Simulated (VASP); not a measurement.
Band structure of VSi (relaxed from the NiAs type structure, space group P6_3/mmc). Calculation: r2SCAN meta-GGA, VASP's PBE PAW potentials (set 64) (plane waves; VASP).

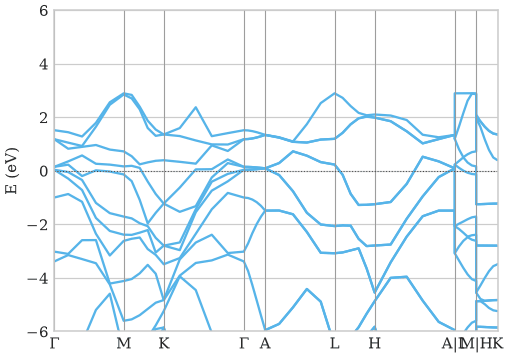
Fig. 1. Bands along high-symmetry lines, zero at the valence-band maximum or, without a gap, the Fermi level

Read the plot: is there a gap, and where are the band edges?

It has no gap at this level: it comes out as a metal or semimetal.

The structure was generated: VSi was put into the NiAs type type (P6_3/mmc), which need not be its known phase. It was relaxed first, which changed the volume by -42 %. The run is not spin-polarised, so no magnetic state was tried.
